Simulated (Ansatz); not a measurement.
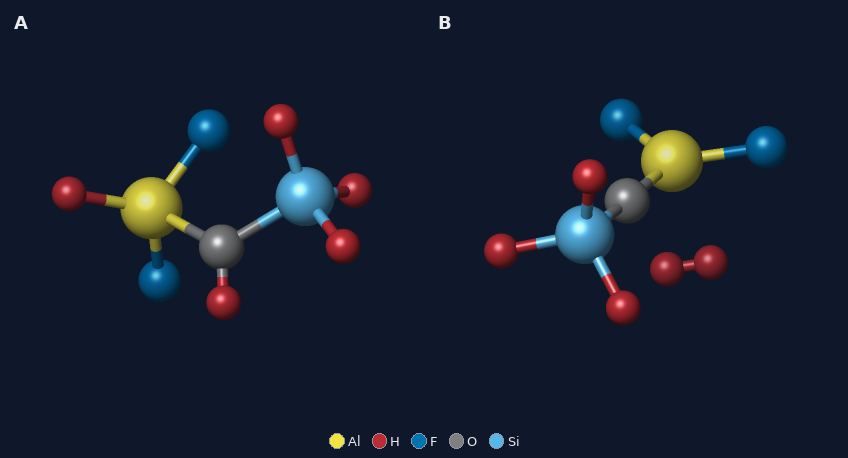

2 stationary structures of one formula. Geometries: PBE0-D4/def2-TZVP. Electronic energies: CCSD(T)/CBS (MP2 limit from def2-TZVPP and def2-QZVPP plus CCSD(T) − MP2) (Ansatz 0.2.0), without zero-point energy. Each is one conformer, not always the lowest.

Question: Which structure is the most stable?

Answer: B is lowest (a minimum); A lies 36.1 kJ/mol above it (a minimum).
